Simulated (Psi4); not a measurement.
# Interaction calculation of SiNH5Cl (charge −1) (part 2 of 2)

SiNH5Cl, charge −1, SMILES [NH2-].[SiH3]Cl; B3LYP/aug-cc-pVTZ, RKS (Psi4 1.11). 

Geometry of the input (Å):
```
N  0.3422  -0.2030  0.1687
H  0.1255  0.8012  0.1560
H  -0.4677  -0.5982  -0.3247
Si -2.2626  2.8155  -2.1741
Cl -0.5865  1.6292  -2.1562
H  -3.2868  2.1957  -1.3026
H  -2.7578  2.9092  -3.5664
H  -1.8951  4.1567  -1.6655
```

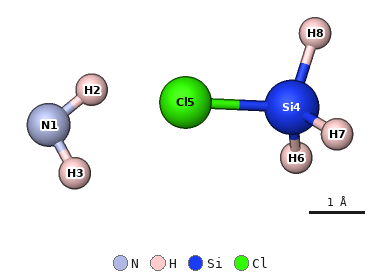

*The structure (ball-and-stick view, seen at a tilt; atoms are numbered from 1 in the order of the input).*

The program's output, continued:
```
    Memory:     1.5 GiB
    Threads:    1
                ecpint, einsums, f̶o̶r̶t̶e̶, gauxc, gcp, g̶d̶m̶a̶, geometric, g̶p̶u̶_̶d̶f̶c̶c̶,
                i̶n̶t̶e̶g̶r̶a̶t̶o̶r̶x̶x̶, i̶p̶i̶, libefp, m̶d̶i̶, m̶p̶2̶d̶, m̶r̶c̶c̶, ooo,
                o̶p̶e̶n̶f̶e̶r̶m̶i̶o̶n̶p̶s̶i̶4̶, pcmsolver, p̶s̶i̶4̶f̶o̶c̶k̶c̶i̶, p̶s̶i̶x̶a̶s̶,
                p̶y̶e̶i̶n̶s̶u̶m̶s̶, r̶e̶s̶p̶, s̶i̶m̶i̶n̶t̶, s̶n̶s̶m̶p̶2̶,
                v̶2̶r̶d̶m̶_̶c̶a̶s̶s̶c̶f̶

  ==> Geometry <==

    Molecular point group: c1
    Full point group: C1

    Geometry (in Bohr), charge = -1, multiplicity = 1:

       Center              X                  Y                   Z               Mass
    ------------   -----------------  -----------------  -----------------  -----------------
         N            0.646664280132    -0.383614403468     0.318796797365    14.003074004430
         H            0.237160628745     1.514048571717     0.294797275571     1.007825032230
         H           -0.883824908877    -1.130434168249    -0.613594072936     1.007825032230
      Gh(SI)         -4.275656536938     5.320467214443    -4.108453569358    27.976926534650
      Gh(CL)         -1.108229886275     3.078741803596    -4.074608574451    34.968852682000
      Gh(H)          -6.211227418200     4.149177167361    -2.461576148283     1.007825032230
      Gh(H)          -5.211392222481     5.497629038704    -6.739557048355     1.007825032230
      Gh(H)          -3.581314466661     7.855043482952    -3.147319964689     1.007825032230

  Running in c1 symmetry.

  Rotational constants: A =      0.41957  B =      0.02099  C =      0.02020 [cm^-1]
  Rotational constants: A =  12578.42262  B =    629.29210  C =    605.52946 [MHz]
  Nuclear repulsion =    7.542852415995389

  Charge       = -1
  Multiplicity = 1
  Electrons    = 10
  Nalpha       = 5
  Nbeta        = 5

  ==> Iterations <==

                           Total Energy        Delta E     RMS |[F,P]|

   @DF-RKS iter SAD:   -55.41813813202178   -5.54181e+01   0.00000e+00
   @DF-RKS iter   1:   -55.42282739128702   -4.68926e-03   4.03760e-03 ADIIS/DIIS
   @DF-RKS iter   2:   -49.97698141245240    5.44585e+00   7.31581e-03 ADIIS/DIIS
   @DF-RKS iter   3:   -55.82584261329690   -5.84886e+00   1.48429e-03 ADIIS/DIIS
   @DF-RKS iter   4:   -55.92507807155453   -9.92355e-02   5.55489e-04 ADIIS/DIIS
   @DF-RKS iter   5:   -55.93384537716845   -8.76731e-03   1.88104e-04 ADIIS/DIIS
   @DF-RKS iter   6:   -55.93505383865166   -1.20846e-03   1.87058e-05 DIIS
   @DF-RKS iter   7:   -55.93506703209749   -1.31934e-05   7.64968e-06 DIIS
   @DF-RKS iter   8:   -55.93506943161865   -2.39952e-06   6.41786e-07 DIIS
   @DF-RKS iter   9:   -55.93506965706133   -2.25443e-07   2.10429e-07 DIIS
  Energy and wave function converged.

  ==> Post-Iterations <==

   Electrons on quadrature grid:
      Ntotal   =   10.0000126891 ; deviation = 1.269e-05

    Final Occupation by Irrep:
              A
    DOCC [     5 ]
    NA   [     5 ]
    NB   [     5 ]

  @DF-RKS Final Energy:   -55.93506965706133

   => Energetics <=

    Nuclear Repulsion Energy =              7.5428524159953891
    One-Electron Energy =                 -93.1383016894807980
    Two-Electron Energy =                  35.9630306853683734
    DFT Exchange-Correlation Energy =      -6.3026510689442929
    Empirical Dispersion Energy =           0.0000000000000000
    VV10 Nonlocal Energy =                  0.0000000000000000
    Total Energy =                        -55.9350696570613337

Computation Completed

Properties will be evaluated at   0.000000,   0.000000,   0.000000 [a0]

Properties computed using the SCF density matrix

 Multipole Moments:

 ------------------------------------------------------------------------------------
     Multipole            Electronic (a.u.)      Nuclear  (a.u.)        Total (a.u.)
 ------------------------------------------------------------------------------------

 L = 1.  Multiply by 2.5417464519 to convert [e a0] to [Debye]
 Dipole X            :         -4.7206599            3.8799857           -0.8406742
 Dipole Y            :          2.7112831           -2.3016864            0.4095967
 Dipole Z            :         -2.2078326            1.9127808           -0.2950518
 Magnitude           :                                                    0.9805907

 ------------------------------------------------------------------------------------

	total time  =         18 seconds =       0.30 minutes

    Psi4 run time: 0:00:17.38

    -----------------------------------------------------------------------
                               Psi4 1.11 release

    h
    h
    h

    -----------------------------------------------------------------------

    Memory:     1.5 GiB
    Threads:    1
                ecpint, einsums, f̶o̶r̶t̶e̶, gauxc, gcp, g̶d̶m̶a̶, geometric, g̶p̶u̶_̶d̶f̶c̶c̶,
                i̶n̶t̶e̶g̶r̶a̶t̶o̶r̶x̶x̶, i̶p̶i̶, libefp, m̶d̶i̶, m̶p̶2̶d̶, m̶r̶c̶c̶, ooo,
                o̶p̶e̶n̶f̶e̶r̶m̶i̶o̶n̶p̶s̶i̶4̶, pcmsolver, p̶s̶i̶4̶f̶o̶c̶k̶c̶i̶, p̶s̶i̶x̶a̶s̶,
                p̶y̶e̶i̶n̶s̶u̶m̶s̶, r̶e̶s̶p̶, s̶i̶m̶i̶n̶t̶, s̶n̶s̶m̶p̶2̶,
                v̶2̶r̶d̶m̶_̶c̶a̶s̶s̶c̶f̶

  ==> Geometry <==

    Molecular point group: c1
    Full point group: C1

    Geometry (in Bohr), charge = -1, multiplicity = 1:

       Center              X                  Y                   Z               Mass
    ------------   -----------------  -----------------  -----------------  -----------------
         N            0.646664280132    -0.383614403468     0.318796797365    14.003074004430
         H            0.237160628745     1.514048571717     0.294797275571     1.007825032230
         H           -0.883824908877    -1.130434168249    -0.613594072936     1.007825032230
         SI          -4.275656536938     5.320467214443    -4.108453569358    27.976926534650
         CL          -1.108229886275     3.078741803596    -4.074608574451    34.968852682000
         H           -6.211227418200     4.149177167361    -2.461576148283     1.007825032230
         H           -5.211392222481     5.497629038704    -6.739557048355     1.007825032230
         H           -3.581314466661     7.855043482952    -3.147319964689     1.007825032230

  Running in c1 symmetry.

  Rotational constants: A =      0.41957  B =      0.02099  C =      0.02020 [cm^-1]
  Rotational constants: A =  12578.42262  B =    629.29210  C =    605.52946 [MHz]
  Nuclear repulsion =  138.508630509615159

  Charge       = -1
  Multiplicity = 1
  Electrons    = 44
  Nalpha       = 22
  Nbeta        = 22

  ==> Iterations <==

                           Total Energy        Delta E     RMS |[F,P]|

   @DF-RKS iter SAD:  -806.76648289117622   -8.06766e+02   0.00000e+00
   @DF-RKS iter   1:  -806.96687333703312   -2.00390e-01   4.25413e-03 ADIIS/DIIS
   @DF-RKS iter   2:  -798.65159791366887    8.31528e+00   6.41145e-03 ADIIS/DIIS
   @DF-RKS iter   3:  -806.94292072226960   -8.29132e+00   3.70434e-03 ADIIS/DIIS
   @DF-RKS iter   4:  -807.15742518706782   -2.14504e-01   3.06795e-03 ADIIS/DIIS
   @DF-RKS iter   5:  -807.42438806772520   -2.66963e-01   1.57793e-03 ADIIS/DIIS
   @DF-RKS iter   6:  -807.53192371848081   -1.07536e-01   3.15046e-04 ADIIS/DIIS
   @DF-RKS iter   7:  -807.53503310865960   -3.10939e-03   2.65611e-04 ADIIS/DIIS
   @DF-RKS iter   8:  -807.53843998401692   -3.40688e-03   3.70186e-05 DIIS
   @DF-RKS iter   9:  -807.53842950344699    1.04806e-05   4.35927e-05 DIIS
   @DF-RKS iter  10:  -807.53850776701813   -7.82636e-05   5.10560e-06 DIIS
   @DF-RKS iter  11:  -807.53850817687317   -4.09855e-07   4.10685e-06 DIIS
   @DF-RKS iter  12:  -807.53850897500047   -7.98127e-07   2.64902e-07 DIIS
  Energy and wave function converged.

  ==> Post-Iterations <==

   Electrons on quadrature grid:
      Ntotal   =   44.0000423928 ; deviation = 4.239e-05

    Orbital Energies [Eh]
    ---------------------

    Doubly Occupied:

       1A   -101.419352     2A    -66.048387     3A    -14.026864
       4A     -9.324776     5A     -7.085557     6A     -7.080046
       7A     -7.079920     8A     -5.191950     9A     -3.551919
      10A     -3.549574    11A     -3.549336    12A     -0.694341
      13A     -0.534351    14A     -0.429937    15A     -0.267094
      16A     -0.265186    17A     -0.261070    18A     -0.194989
      19A     -0.188328    20A     -0.173759    21A     -0.037909
      22A      0.034188

    Virtual:

      23A      0.068362    24A      0.089675    25A      0.100715
      26A      0.107805    27A      0.114946    28A      0.121897
      29A      0.137718    30A      0.141017    31A      0.146399
      32A      0.159670    33A      0.166996    34A      0.170401
      35A      0.177194    36A      0.200210    37A      0.205470
      38A      0.215533    39A      0.221877    40A      0.224871
      41A      0.255333    42A      0.259632    43A      0.265236
      44A      0.269606    45A      0.276376    46A      0.279261
      47A      0.282976    48A      0.286324    49A      0.291334
      50A      0.314479    51A      0.330236    52A      0.338640
      53A      0.344297    54A      0.348626    55A      0.355784
      56A      0.365321    57A      0.372103    58A      0.386633
      59A      0.402041    60A      0.416496    61A      0.434651
      62A      0.445851    63A      0.449376    64A      0.461744
      65A      0.471523    66A      0.474953    67A      0.503841
      68A      0.510922    69A      0.520686    70A      0.526805
      71A      0.534887    72A      0.561739    73A      0.567835
      74A      0.574861    75A      0.595283    76A      0.601074
      77A      0.608668    78A      0.611860    79A      0.616658
      80A      0.626035    81A      0.631108    82A      0.635703
      83A      0.646324    84A      0.663338    85A      0.672856
      86A      0.679860    87A      0.702058    88A      0.711030
      89A      0.721183    90A      0.736818    91A      0.760643
      92A      0.765918    93A      0.797321    94A      0.830077
      95A      0.859844    96A      0.873012    97A      0.880573
      98A      0.887568    99A      0.905229   100A      0.907495
     101A      0.914250   102A      0.925498   103A      0.941485
     104A      0.947521   105A      0.955072   106A      0.968719
     107A      0.991955   108A      0.998276   109A      1.011262
     110A      1.015279   111A      1.040255   112A      1.045713
     113A      1.050751   114A      1.078354   115A      1.089158
     116A      1.094575   117A      1.113629   118A      1.117910
     119A      1.128439   120A      1.134194   121A      1.151471
     122A      1.162115   123A      1.168698   124A      1.181498
     125A      1.189954   126A      1.204255   127A      1.237295
     128A      1.242355   129A      1.253243   130A      1.267415
     131A      1.279523   132A      1.284489   133A      1.297130
     134A      1.313046   135A      1.321302   136A      1.329404
     137A      1.353908   138A      1.363687   139A      1.374195
     140A      1.382010   141A      1.405040   142A      1.409781
     143A      1.412549   144A      1.435408   145A      1.458529
     146A      1.467048   147A      1.472132   148A      1.529538
     149A      1.536988   150A      1.566342   151A      1.613390
     152A      1.627143   153A      1.658528   154A      1.742543
     155A      1.770426   156A      1.787965   157A      1.807752
     158A      1.809058   159A      1.829401   160A      1.841538
     161A      1.853974   162A      1.872355   163A      1.891236
     164A      1.903860   165A      1.908505   166A      1.933264
     167A      1.944356   168A      1.974863   169A      1.990256
     170A      2.045332   171A      2.068961   172A      2.072922
     173A      2.091551   174A      2.168450   175A      2.205532
     176A      2.241943   177A      2.274076   178A      2.373722
     179A      2.415193   180A      2.421633   181A      2.445703
     182A      2.510580   183A      2.533475   184A      2.620954
     185A      2.654366   186A      2.675468   187A      2.715171
     188A      2.799112   189A      2.805154   190A      2.866468
     191A      2.966424   192A      2.997240   193A      3.011457
     194A      3.079354   195A      3.120789   196A      3.134200
     197A      3.168885   198A      3.208638   199A      3.350597
     200A      3.370459   201A      3.374345   202A      3.418765
     203A      3.603552   204A      3.640848   205A      3.788047
     206A      3.800178   207A      3.805046   208A      3.872350
     209A      3.914396   210A      3.916508   211A      3.929991
     212A      3.933632   213A      3.935132   214A      3.967560
     215A      3.997163   216A      4.013298   217A      4.046075
     218A      4.055836   219A      4.071257   220A      4.076957
     221A      4.110979   222A      4.137859   223A      4.184612
     224A      4.187548   225A      4.224213   226A      4.237347
     227A      4.273436   228A      4.289691   229A      4.307785
     230A      4.335212   231A      4.419319   232A      4.479117
     233A      4.492930   234A      4.540634   235A      4.542112
     236A      4.549116   237A      4.624576   238A      4.655570
     239A      4.707964   240A      4.807612   241A      4.842612
     242A      4.888469   243A      4.912739   244A      4.946131
     245A      5.044068   246A      5.084907   247A      5.206155
     248A      5.275286   249A      5.334842   250A      5.414085
     251A      5.840413   252A      5.855629   253A      5.869847
     254A      5.979708   255A      5.994719   256A      6.364552
     257A      6.392270   258A      6.668367   259A      7.438457
     260A      7.663195   261A     14.526891

    Final Occupation by Irrep:
              A
    DOCC [    22 ]
    NA   [    22 ]
    NB   [    22 ]

  @DF-RKS Final Energy:  -807.53850897500047

   => Energetics <=

    Nuclear Repulsion Energy =            138.5086305096151591
    One-Electron Energy =               -1396.8786026107718499
    Two-Electron Energy =                 497.6686657289960749
    DFT Exchange-Correlation Energy =     -46.8372026028396817
    Empirical Dispersion Energy =           0.0000000000000000
    VV10 Nonlocal Energy =                  0.0000000000000000
    Total Energy =                       -807.5385089750002408

Computation Completed

Properties will be evaluated at   0.000000,   0.000000,   0.000000 [a0]

Properties computed using the SCF density matrix

 Multipole Moments:

 ------------------------------------------------------------------------------------
     Multipole            Electronic (a.u.)      Nuclear  (a.u.)        Total (a.u.)
 ------------------------------------------------------------------------------------

 L = 1.  Multiply by 2.5417464519 to convert [e a0] to [Debye]
 Dipole X            :         89.6472360          -89.8230480           -0.1758120
 Dipole Y            :       -142.4142518          142.0253149           -0.3889369
 Dipole Z            :        137.5364473         -137.2223681            0.3140792
 Magnitude           :                                                    0.5299316

 ------------------------------------------------------------------------------------

	total time  =         25 seconds =       0.42 minutes

    Psi4 run time: 0:00:25.25

  //>>>>>>>>>>>>>>>>>>>>>>>>>>>>>>>>>>>//
  //          ManyBody Results         //
  //<<<<<<<<<<<<<<<<<<<<<<<<<<<<<<<<<<<//

   ==> N-Body: Counterpoise Corrected (CP) energies <==

              MC n-Body  Total Energy            Interaction Energy                          N-body Contribution to Interaction Energy
                         [Eh]                    [Eh]                  [kcal/mol]            [Eh]                  [kcal/mol]
              §A  1        N/A                   0.000000000000        0.000000000000        0.000000000000        0.000000000000
     FULL/RTN §A  2        N/A                   0.002981017130        1.870616490691        0.002981017130        1.870616490691

   MC Legend: §A: "(auto)"

  Variable Map:
  ----------------------------------------------------------------------------
  "CALCINFO NATOM"                                 =>       8.000000000000
  "CALCINFO NFR"                                   =>       2.000000000000
  "CALCINFO NMC"                                   =>       1.000000000000
  "CP-CORRECTED 2-BODY CONTRIBUTION TO ENERGY"     =>       0.002981017130
  "CP-CORRECTED INTERACTION ENERGY"                =>       0.002981017130
  "CP-CORRECTED INTERACTION ENERGY THROUGH 1-BODY" =>       0.000000000000
  "CP-CORRECTED INTERACTION ENERGY THROUGH 2-BODY" =>       0.002981017130
  "CURRENT ENERGY"                                 =>       0.002981017130
  "N-BODY (1)@(1, 2) TOTAL ENERGY"                 =>     -55.935069657061
  "N-BODY (1, 2)@(1, 2) TOTAL ENERGY"              =>    -807.538508975000
  "N-BODY (2)@(1, 2) TOTAL ENERGY"                 =>    -751.606420335069
  "NBODY NUMBER"                                   =>       3.000000000000
  "NUCLEAR REPULSION ENERGY"                       =>     138.508630509616

  Array Variable Map:
  ----------------------------------------------------------------------------

    Psi4 run time: 0:01:01.46

[set-up sections that repeat, and orbital energies of the middle runs, are left out above]
```

Key numbers:

- outcome: converged
- basis functions: 261
- wall time: 63 s
- peak memory: 1.2 GiB
